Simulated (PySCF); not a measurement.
C2H10OSi2, SMILES CO[SiH2]C[SiH3] at its GFN2-xTB optimised geometry (Å):

```
15

C      3.2012    -0.8011     0.0000
O      1.8083    -0.8011     0.0000
Si     0.8170     0.4859     0.0000
C     -0.8962    -0.3031    -0.0030
Si    -2.2991     0.9628    -0.0496
H      3.5908    -0.2638    -0.8680
H      3.5415    -1.8367    -0.0354
H      3.5891    -0.3250     0.9039
H      1.0495     1.3199     1.1866
H      1.0579     1.3206    -1.1843
H     -0.9864    -0.9715    -0.8586
H     -1.0076    -0.9289     0.8818
H     -2.2292     1.8367     1.1225
H     -3.5908     0.2669    -0.0475
H     -2.2037     1.7789    -1.2609
```

Calculation: PBE0/def2-TZVP in PySCF.

Map of the HOMO amplitude (bohr^(-3/2)) on the plane z = 1.5 Å; orbital energy -8.07 eV, overall sign arbitrary:

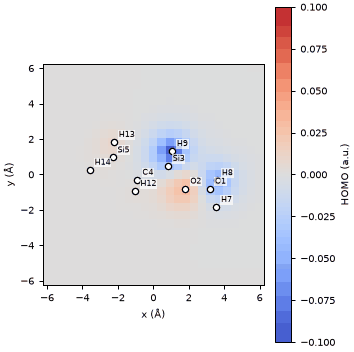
*HOMO amplitude (bohr^(-3/2)) on the plane z = 1.5 Å.*
